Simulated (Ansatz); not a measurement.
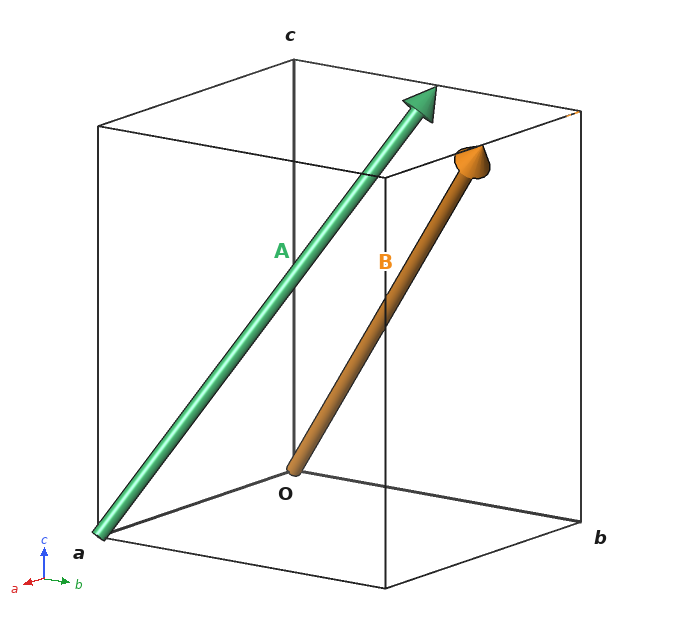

Each arrow starts at a corner of the unit cell and ends on its surface; where a tip isn't a corner, dashed lines run from it parallel to the axes. Crystal: RbH2, the end point of a relaxation with DFT PBE, scalar-relativistic, plane waves, PAW in Ansatz 0.2.0; the starting structure was generated, so it need not be a known form of this composition. All values are computed from the atomic coordinates in the standard setting (tolerance 0.002 Å).

a = 6.965 Å, b = 7.439 Å, c = 8.877 Å, α = 90.00°, β = 90.00°, γ = 90.00°.

> Give [uvw] of each arrow.

Arrow A runs from (1, 0, 0) to (0, 1/2, 1), so [−2 1 2]; Arrow B runs from (0, 0, 0) to (1/2, 1, 1), so [1 2 2].

> How long is the vector ua + vb + wc in each case, and what angles do the directions make?

A 23.760 Å; B 24.187 Å. A–B: 55.1°.
